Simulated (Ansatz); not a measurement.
```xyz
10

Ta   -0.1110   -0.7450    0.1723
F     2.6403    0.7150    0.3614
F    -0.4488   -0.3812    1.9836
F     0.2599   -1.1314   -1.6275
F    -0.2791    1.0622   -0.2354
N    -1.7981   -1.6539    0.0258
H    -2.4565   -1.7330    0.7819
H    -2.1315   -2.0740   -0.8246
Br    1.8094   -2.3724    0.9033
H     3.1560    0.0105    0.6268
```

Core potentials replace the inner electrons of Ta; not at a stationary point (largest force 1.0 eV/Å).

All numbers below come from RHF/def2-SVP in Ansatz 0.2.0.

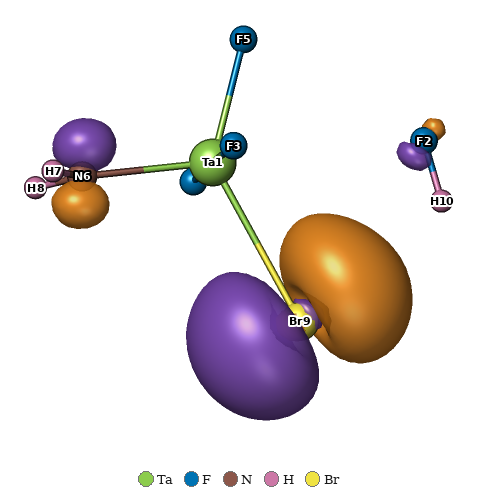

BrF$_{3}$H$_{2}$NTa···HF. The HOMO−1 at ±0.15 Å⁻³ᐟ² (orange and purple are the two phases), seen at a tilt.

Question: Describe this orbital and give its energy.

Answer: It lies mainly on Br9 (about 85 %); largely a lone pair of Br9. Its energy is −11.68 eV.
